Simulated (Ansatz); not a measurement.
System: TiGa$_{2}$S$_{4}$.

The calculation's input:

```
crystal:
  lattice:
    - [3.5381509348, 0.0, 0.0]
    - [-1.7690754674, 3.064128592, 0.0]
    - [0.0, 0.0, 15.4833293563]
  atoms:
    - { symbol: Ti, position: [0.0, 0.0, 1.0002830822] }
    - { symbol: Ga, position: [0.3333333333, 0.6666666667, 0.4201009817] }
    - { symbol: Ga, position: [0.3333333333, 0.6666666667, 0.5794740944] }
    - { symbol: S, position: [0.0, 0.0, 0.3474059397] }
    - { symbol: S, position: [0.0, 0.0, 0.6521689123] }
    - { symbol: S, position: [0.6666666667, 0.3333333333, 0.9120135008] }
    - { symbol: S, position: [0.3333333333, 0.6666666667, 0.0885534889] }
basis:
  ecutwfc: 420
kpoints:
  mp_grid: { grid: [12, 12, 4] }
hamiltonian:
  xc: pbe
scf:
  occupations: { method: fixed }
output:
  forces: true
  stress: true
  eigenvalues: true
  write_density: true
  write_potential: true
  elf: true
  volumetric_format: npy
relax:
  adjacent_minimum: "off"
  f_tol: 0.001
  max_steps: 60
  cell: { stress_tol: 0.01 }
```

Launched as:

```sh
ansatz run input.yaml --threads 3 --pin off --max-ram 7680MiB --backend cpu --events-out ev --progress --plain --runs-dir out
```

Below, planes, directions and counts refer to the conventional cell (a = 3.54 Å, b = 3.54 Å, c = 15.77 Å, α = 90.00°, β = 90.00°, γ = 120.00°).

The fields are those of the run's last geometry, not of the input's.

Space group P3m1; a generated structure, not necessarily the stable one; computed without spin polarisation.

All numbers below come from DFT PBE, scalar-relativistic, plane waves, PAW (Ansatz).

What can the converged valence pseudo-density and electron localisation function tell about the bonding?

Ga–S (2.33 Å): ρ at the midpoint is about 0.56 e/Å³; the ELF peaks at about 0.90 in the valence shell of S, 0.8 Å from its nucleus, and is about 0.65 at the midpoint.
Ti–S (2.46 Å): ρ at the midpoint is about 0.46 e/Å³; the ELF peaks at about 0.85 in the valence shell of S, 0.8 Å from its nucleus, and is about 0.50 at the midpoint.
Ga–Ga (2.47 Å): ρ at the midpoint is about 0.43 e/Å³; the ELF peaks at about 0.75 between the atoms.

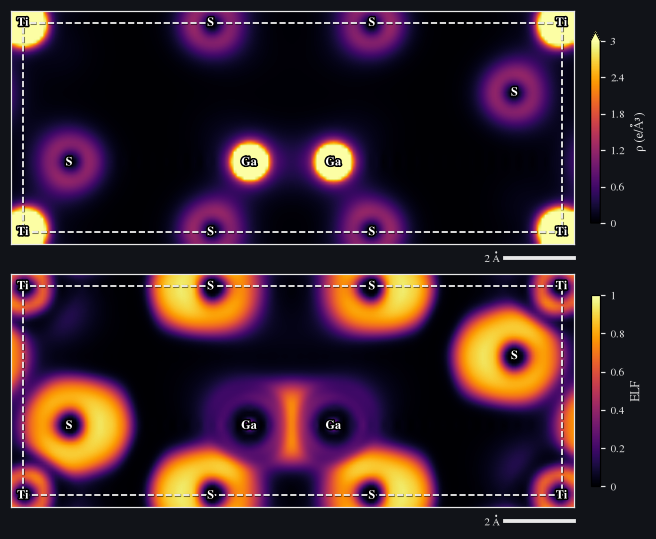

Computed valence pseudo-density and electron localisation function on the (110) plane of the conventional cell, in this order. 

In a PAW calculation such maps are meaningful between the atoms, not at the nuclei.
